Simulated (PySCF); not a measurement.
# C₈H₁₀P+: magnetic properties

Wanted: magnetic properties for C₈H₁₀P+ (`C[P+]12C=CC(C=C1)C=C2`).

Programs: PySCF 2.14.0, with routines of our own; each step states its level. All values are computed. Atoms count from 0.

## 1. The system as given

19 atoms, charge 1, multiplicity 1; geometry from: GFN2-xTB.

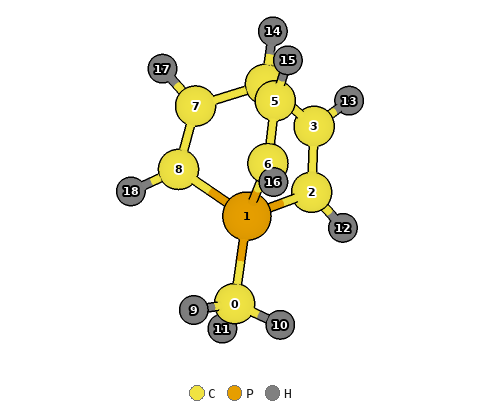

The starting geometry (carbon yellow, phosphorus amber, hydrogen grey).

## 2. Magnetic properties: GIAO PBE/pcSseg-1

The job: settings as JSON, then the geometry in Å.

```
{"job": {"kind": "mag", "xc": "PBE", "basis": "pcSseg-1", "isotopologues": 0}, "charge": 1, "multiplicity": 1}
C      2.362210    -0.699696     1.063383
P      0.779785    -0.229741     0.350728
C      0.448395    -0.699069    -1.351537
C     -0.755904    -0.281548    -1.724599
C     -1.606771     0.476021    -0.724482
C     -0.821459     1.695148    -0.282429
C      0.374736     1.519268     0.267228
C     -1.792281    -0.414726     0.488399
C     -0.715131    -0.849565     1.132299
H      2.410343    -0.348803     2.095182
H      3.167989    -0.247110     0.483768
H      2.459984    -1.786032     1.040225
H      1.153073    -1.244300    -1.954925
H     -1.169461    -0.450095    -2.704940
H     -2.564811     0.759671    -1.155460
H     -1.272222     2.661957    -0.434314
H      1.034301     2.291476     0.623475
H     -2.800486    -0.660270     0.778373
H     -0.702093    -1.483336     2.002165
```

Method: GIAO PBE/pcSseg-1 magnetisability, rotational g tensor and spin-rotation constants, non-relativistic, gas phase.

Command:

```
$ OMP_NUM_THREADS=1 python excited_run.py task.json out
```

This one command runs all jobs of the session in turn.

The log of the run:

```text
coarse grid: 16512 points
cycle   1  E = -651.1223584836  dE =  1.509e+00  |g| = 6.363e-01  |ddm| = 4.274e+00
cycle   2  E = -651.0195547450  dE =  1.028e-01  |g| = 8.933e-01  |ddm| = 1.509e+00
cycle   3  E = -651.2148125207  dE = -1.953e-01  |g| = 1.695e-01  |ddm| = 1.047e+00
cycle   4  E = -651.2205195664  dE = -5.707e-03  |g| = 9.373e-02  |ddm| = 2.236e-01
cycle   5  E = -651.2228264851  dE = -2.307e-03  |g| = 1.876e-02  |ddm| = 8.924e-02
cycle   6  E = -651.2229070978  dE = -8.061e-05  |g| = 5.667e-03  |ddm| = 1.902e-02
cycle   7  E = -651.2229149419  dE = -7.844e-06  |g| = 9.004e-04  |ddm| = 6.344e-03
final grid: 155312 points
cycle   8  E = -651.2995084698  dE = -4.743e-05  |g| = 1.465e-02  |ddm| = 8.065e-02
cycle   9  E = -651.2994530743  dE =  5.540e-05  |g| = 2.085e-02  |ddm| = 3.497e-02
cycle  10  E = -651.2995599103  dE = -1.068e-04  |g| = 3.945e-03  |ddm| = 2.244e-02
cycle  11  E = -651.2995639936  dE = -4.083e-06  |g| = 1.117e-03  |ddm| = 4.308e-03
cycle  12  E = -651.2995643118  dE = -3.183e-07  |g| = 1.791e-04  |ddm| = 1.030e-03
cycle  13  E = -651.2995643189  dE = -7.080e-09  |g| = 6.183e-05  |ddm| = 2.054e-04
cycle  14  E = -651.2995643197  dE = -7.371e-10  |g| = 3.209e-05  |ddm| = 7.323e-05
cycle  15  E = -651.2995643199  dE = -2.603e-10  |g| = 6.341e-06  |ddm| = 3.073e-05
converged SCF energy = -651.2995643199

Magnetisability tensor (1e-30 J/T^2)
    -1080.82     -134.67      205.01
     -134.67    -1495.84      -60.31
      205.01      -60.31    -1443.48
isotropic -1340.05   principal values   -1536.07  -1535.40   -948.67
isotropic susceptibility -80.700 1e-6 cm^3/mol

Inertial axes            a          b          c
rot. const./GHz      2.5280     1.4094     1.4092
chi total           -57.130    -92.484    -92.484
chi diamagnetic    -594.640   -978.327   -978.327
chi paramagnetic    537.510    885.843    885.843
quadrupole/D A       17.670     -8.835     -8.835
g nuclear            0.5966     0.5970     0.5969
g electronic        -0.6384    -0.5865    -0.5865
g total             -0.0418     0.0104     0.0104

Spin-rotation constants (kHz, H = +C I.J)
atom  isotope        aa         bb         cc
  1    31P        4.052      2.175      2.175
  9     1H       -0.215     -0.107     -0.107
 10     1H       -0.215     -0.107     -0.107
 11     1H       -0.215     -0.107     -0.107
 12     1H       -0.187     -0.055     -0.055
 13     1H       -0.054     -0.074     -0.074
 14     1H        0.189     -0.166     -0.166
 15     1H       -0.054     -0.074     -0.074
 16     1H       -0.188     -0.055     -0.055
 17     1H       -0.054     -0.074     -0.074
 18     1H       -0.188     -0.055     -0.055
  0    13C*       0.314      0.159      0.159
  2    13C*       0.802      0.693      0.185
  3    13C*       1.097      0.775      0.168
  4    13C*       0.704      0.245      0.245
* in the singly substituted isotopologue
```

It took 1.7 min on 1 thread of Arm Neoverse N1, shared host; peak memory 0.78 GiB.

Key values:

```
              quantity                    value
       magnetisability         -1340·10⁻³⁰ J/T²
  molar susceptibility       -80.7·10⁻⁶ cm³/mol
rotational g (a, b, c)  -0.0418, 0.0104, 0.0104
```

## 3. Magnetic properties: GIAO PBE0/MINI

The job, as its differences from that of step 2:

```diff
@@ -1,2 +1,2 @@
-{"job": {"kind": "mag", "xc": "PBE", "basis": "pcSseg-1", "isotopologues": 0}, "charge": 1, "multiplicity": 1}
+{"job": {"kind": "mag", "xc": "PBE0", "basis": "MINI", "scf": {"max_cycle": 8, "conv": 1e-15}}, "charge": 1, "multiplicity": 1}
 C      2.362210    -0.699696     1.063383
```

With the program's defaults for keys left out, this is: GIAO PBE0/MINI magnetisability, rotational g tensor and spin-rotation constants, non-relativistic, gas phase.

The log of the run:

```text
final grid: 155312 points
cycle   1  E = -647.0112800036  dE =  2.195e+00  |g| = 2.898e-01  |ddm| = 7.022e+00
cycle   2  E = -647.0326508481  dE = -2.137e-02  |g| = 1.883e-01  |ddm| = 1.110e+00
cycle   3  E = -647.0469397839  dE = -1.429e-02  |g| = 4.254e-02  |ddm| = 4.696e-01
cycle   4  E = -647.0472812353  dE = -3.415e-04  |g| = 2.789e-02  |ddm| = 9.498e-02
cycle   5  E = -647.0475246132  dE = -2.434e-04  |g| = 3.698e-03  |ddm| = 4.185e-02
cycle   6  E = -647.0475289706  dE = -4.357e-06  |g| = 2.352e-04  |ddm| = 6.401e-03
cycle   7  E = -647.0475289908  dE = -2.024e-08  |g| = 7.989e-05  |ddm| = 6.338e-04
cycle   8  E = -647.0475289933  dE = -2.476e-09  |g| = 1.789e-05  |ddm| = 1.916e-04
SCF not converged, last energy = -647.0475289933
```

Run time: 6.2 s. Hardware: 1 thread of Arm Neoverse N1, shared host; peak memory 0.53 GiB.

Why it failed: The cap of 8 cycles ended the SCF at a gradient of 1.8e-05. The remedy is to raise the cap, and loosen the threshold, which lies past double precision. Numbers printed on the way are no properties of the molecule.

## 4. Summary of results

```
                                          quantity                               value
       magnetisability (step 2, GIAO PBE/pcSseg-1)                    -1340·10⁻³⁰ J/T²
  molar susceptibility (step 2, GIAO PBE/pcSseg-1)                  -80.7·10⁻⁶ cm³/mol
rotational g (a, b, c) (step 2, GIAO PBE/pcSseg-1)             -0.0418, 0.0104, 0.0104
                                              runs  1 failed, 0 ended on unsound input
```

For an ion, the motion of the centre of mass in the field is left out. Vibrational averaging and real surroundings are missing from these values.
